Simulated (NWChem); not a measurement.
**SVWN5/STO-3G run of CBr2Cl2 (dibromodichloromethane)**

What is the vertical ionisation energy of CBr2Cl2 (dibromodichloromethane) at SVWN5/STO-3G? 

The results are computed with NWChem 7.3.0.

## Step 1: The molecule

CBr2Cl2: 5 atoms, total charge 0, spin state singlet. As SMILES, `ClC(Cl)(Br)Br`. The shape is that of a PBE0-D4/def2-TZVP optimisation.

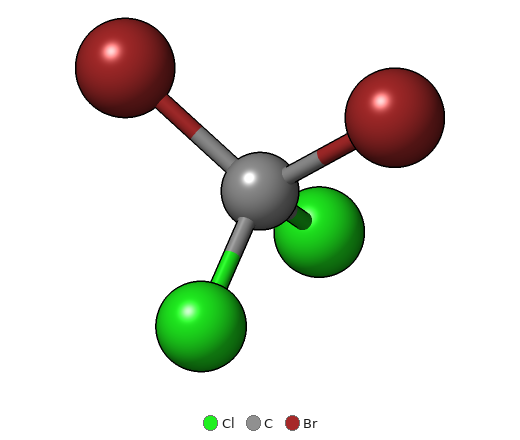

Viewed from a chosen angle; chlorine green, carbon grey, bromine red.

## Step 2: The energy at SVWN5/STO-3G

cbr2cl2.nw reads:

```
start cbr2cl2
title "CBr2Cl2 SVWN5"
memory total 2200 mb
charge 0
geometry units angstroms noautosym nocenter noautoz
   Cl    0.575900   -0.931900    1.411700
   C    -0.009600   -0.014800    0.034300
   Cl   -1.436900    0.900100    0.488900
   Br   -0.454900   -1.231600   -1.410000
   Br    1.375400    1.204500   -0.566200
end
basis spherical bse
   * library STO-3G
end
dft
   xc slater vwn_5
   grid fine
   convergence energy 1e-08
   maxiter 100
   mulliken
   print low
end
task dft energy
```

The run is started by

```
$ nwchem cbr2cl2.nw > cbr2cl2.out
```

The program printed:

```text
[...]
 d= 0,ls=0.0,diis     1  -6028.6937530001 -6.88D+03  8.43D-02  2.27D+00     0.9
[...]
 d= 0,ls=0.0,diis    10  -6029.0954222272 -6.64D-11  7.83D-08  3.36D-12     5.5
         Total DFT energy =    -6029.095422227164
      One electron energy =   -10130.135755373394
           Coulomb energy =     3484.313985806517
    Exchange-Corr. energy =     -234.719261692060
 Nuclear repulsion energy =      851.445609031774
[...]
      Total Density - Mulliken Population Analysis
     ---------------------------------------------
    Atom       Charge   Shell Charges
 -----------   ------   -------------------------------------------------------
    1 Cl  17    17.05   2.00  2.00  5.98  1.97  5.09
    2 C    6     6.08   1.99  1.34  2.75
    3 Cl  17    17.05   2.00  2.00  5.98  1.97  5.09
    4 Br  35    34.91   2.00  2.00  6.00  2.00  5.98  1.97  4.97 10.00
    5 Br  35    34.91   2.00  2.00  6.00  2.00  5.98  1.97  4.97 10.00
[...]
```

Run time: 6.6 s. Hardware: 1 thread of AMD EPYC 7R43 (Zen 3), shared host; peak memory 0.11 GiB.

## Step 3: The doublet cation at the same level

cbr2cl2.nw reads:

```
echo
start cbr2cl2
memory stack 880 mb heap 220 mb global 1100 mb
charge 1

geometry noautosym nocenter noautoz
 Cl       0.575900      -0.931900       1.411700
 C       -0.009600      -0.014800       0.034300
 Cl      -1.436900       0.900100       0.488900
 Br      -0.454900      -1.231600      -1.410000
 Br       1.375400       1.204500      -0.566200
end

basis spherical bse
 * library STO-3G
end

dft
 xc slater vwn_5
 mult 2
 grid fine
 convergence energy 1e-08
 iterations 100
 mulliken
 noprint "final vectors analysis"
end

task dft
```

The run is started by

```
$ nwchem cbr2cl2.nw > cbr2cl2.out
```

The program printed:

```text
[...]
          Wavefunction type:  spin polarized.
          No. of atoms     :     5
          No. of electrons :   109
[...]
          Charge           :     1
          Spin multiplicity:     2
[...]
          AO basis - number of functions:    59
[...]
              XC Information
              --------------
                        Slater Exchange Functional  1.000 local
                      VWN V Correlation Functional  1.000 local
[...]
 d= 0,ls=0.0,diis     1  -6028.3913442121 -6.88D+03  4.16D-02  5.77D-01     1.0
[...]
 d= 0,ls=0.5,diis    97  -6028.7856960285 -9.47D-09  3.93D-08  1.65D-08    57.7
[...]
         Total DFT energy =    -6028.785696036632
      One electron energy =   -10099.525670927744
           Coulomb energy =     3453.421132908396
    Exchange-Corr. energy =     -234.126767049058
 Nuclear repulsion energy =      851.445609031774
[...]
      Total Density - Mulliken Population Analysis
     ---------------------------------------------
    Atom       Charge   Shell Charges
 -----------   ------   -------------------------------------------------------
    1 Cl  17    16.86   2.00  2.00  5.98  1.98  4.90
    2 C    6     6.09   1.99  1.35  2.75
    3 Cl  17    16.86   2.00  2.00  5.98  1.98  4.90
    4 Br  35    34.60   2.00  2.00  6.00  2.00  5.97  1.98  4.65 10.00
    5 Br  35    34.60   2.00  2.00  6.00  2.00  5.97  1.98  4.65 10.00
[...]
      <S2> =      0.7503 (Exact =     0.7500)
[...]
```

It took 59 s on 1 thread of AMD EPYC 7R43 (Zen 3), shared host; peak memory 0.11 GiB.

## Step 4: What came out

Level: SVWN5/STO-3G.

| quantity | value |
| --- | --- |
| singlet CBr2Cl2: total energy | -6029.09542 Eh |
| doublet cation: total energy | -6028.78570 Eh |
| doublet cation: ⟨S²⟩ | 0.750 |
| vertical ionisation energy (to the doublet cation) | 8.428 eV |

What this shows: Removing an electron at fixed nuclei costs 8.43 eV (194 kcal/mol). In a minimal basis such a difference can be off by several eV, whatever the method. Mulliken charges (doublet cation) run from -0.09 on C2 to +0.40 on Br4; they depend strongly on the basis.
